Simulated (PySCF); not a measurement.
ICl, SMILES ClI, singlet at its CAM-B3LYP/def2-SVP optimised geometry (Å):

```
2

I     -1.1805     0.0000     0.0000
Cl     1.1805     0.0000     0.0000
```

Computed with PySCF with CAM-B3LYP/def2-TZVP, def2 effective core potentials past Kr. The core electrons that the potentials of I replace are not part of the density. Cells within 0.4 Å of a nucleus heavier than hydrogen are left out (blank, or x).

Map of the log10 of the electron density (e/bohr³), floored at −4 on the plane z = 0.0 Å:

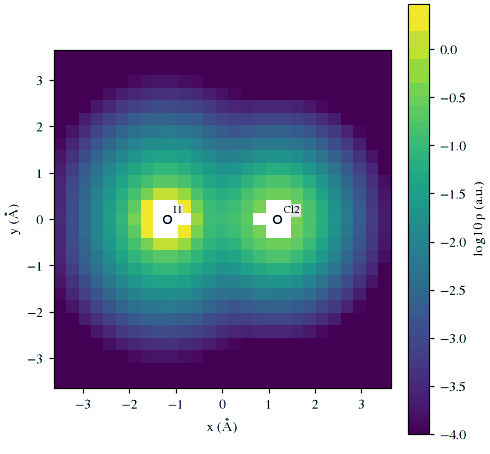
Fig. 1. Log10 of the electron density (e/bohr³), floored at −4 on the plane z = 0.0 Å.
